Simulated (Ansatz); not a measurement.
```xyz
7

S    -0.8509    0.7689    1.0650
Ga    0.4018   -0.8250   -0.4297
Cl    1.7152   -1.6848    1.0301
Cl   -1.2570   -1.9880   -1.1318
Cl    1.2706    0.5671   -1.8193
H    -1.3942    1.4642    0.0491
H     0.1758    1.6296    1.1910
```

Geometry: PBE0-D4/def2-TZVP.

Method: Ansatz 0.2.0, RKS PBE0-D4/def2-TZVPP.

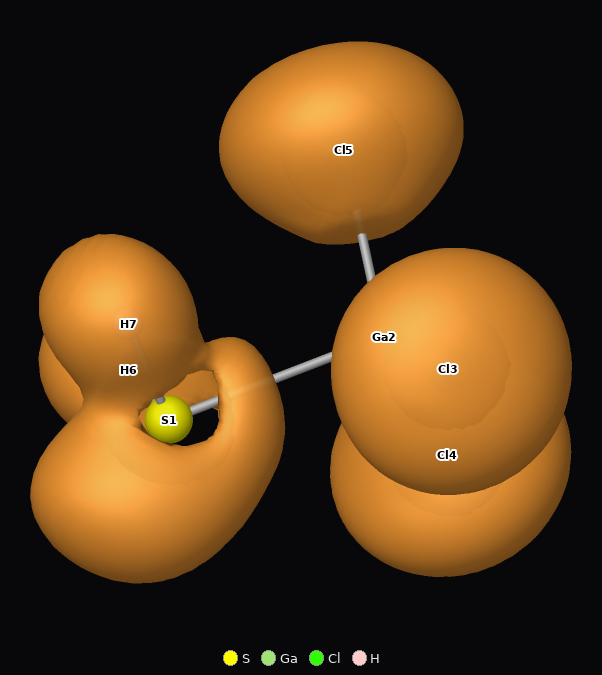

Cl₃GaH₂S (SMILES [SH2+][Ga-]([Cl])([Cl])[Cl]). Isosurface of the electron localisation function at 0.75 (orange), seen from one side. Core shells and regions of very low density are left out.

Describe the localisation domains.

At this value the surface marks out three regions wrapped around Cl (the valence shell of each) and one joined region spread over several atoms (H, S), in which their bonds and any lone pairs are merged. Profiles from the grid: Ga–Cl (2.14 Å): the ELF peaks at about 0.80 in the valence shell of Cl, 0.8 Å from its nucleus, and is about 0.60 at the midpoint. Ga–S (2.52 Å): the ELF peaks at about 0.95 in the valence shell of S, 0.9 Å from its nucleus, and is about 0.70 at the midpoint.
